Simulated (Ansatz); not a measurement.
```tsv
atom	x (Å)	y (Å)	z (Å)
F	-0.6385	-0.0856	-0.8069
N	2.1338	-0.4597	0.2673
Si	-1.9330	-0.2076	-1.9099
Sn	0.4810	1.1086	0.8900
H	1.8512	-0.8943	-0.6156
H	3.0471	-0.0285	0.0993
H	1.1397	2.0795	-0.4410
H	2.2745	-1.2158	0.9420
H	-2.2422	-1.6542	-1.9497
H	-1.3896	0.3326	-3.1767
H	-3.0029	0.6240	-1.3117
```

Geometry: PBE0-D3(BJ)/def2-SVP; core potentials replace the inner electrons of Sn.

Computed with isolated molecule in a Gaussian basis; Kohn-Sham density functional theory, functional PBE0 in Ansatz 0.2.0.

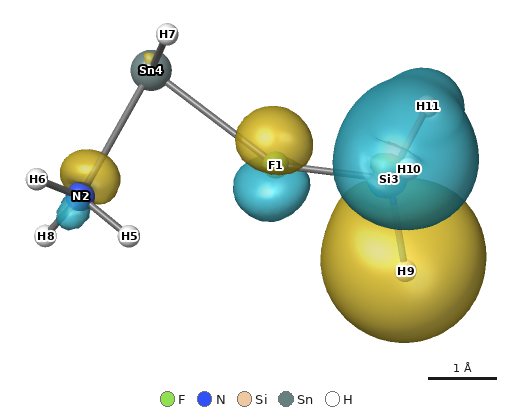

FH$_{7}$NSiSn (charge +1). The HOMO−1 at ±0.1 Å⁻³ᐟ² (yellow and cyan are the two phases), seen across its widest extent.

Describe this orbital and give its energy.

Its weight (Hirshfeld) is mainly on Si3 (about 40 %), H9 (about 30 %), H10 (about 15 %) and F1 (about 10 %). Its energy is −13.94 eV.
